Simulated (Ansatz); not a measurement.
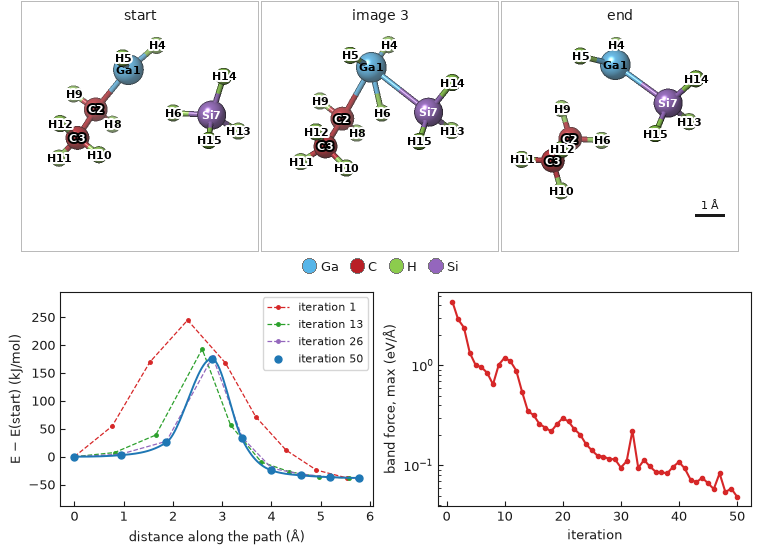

A search for the minimum-energy path of C2H11GaSi, made up of C₂H₇Ga and SiH4 by the nudged elastic band. Images are numbered from 0 (start) to 8 (end). The plot follows the band through its iterations. A ball-and-stick model, seen at a tilt.

Method: RKS BHLYP/def2-SVP in Ansatz 0.2.0. Set-up: 7 movable images; climbing image; force threshold 0.05 eV/Å; iteration limit 60; optimiser FIRE; largest step 0.5 Å; starting path through a guess of the saddle point.

> How did the profile develop, and is the result final?

The run is converged, with reservations. The band converged in 50 iterations. The largest component of the band force went from 4.4 to 0.049 eV/Å. The climbing image converged on the top of the path. Its curvatures weren't checked. The step length is far from the usual. The first iteration put the highest image at 244.6 kJ/mol. The energy climbs by 175.5 kJ/mol to image 3 and then falls by 213.6 kJ/mol, so the end point sits at −38.1 kJ/mol.

Limits of the set-up: the start holds two separate molecules, 2.2 Å apart at their closest, whose relative position is a soft coordinate and is computed without a dispersion correction.
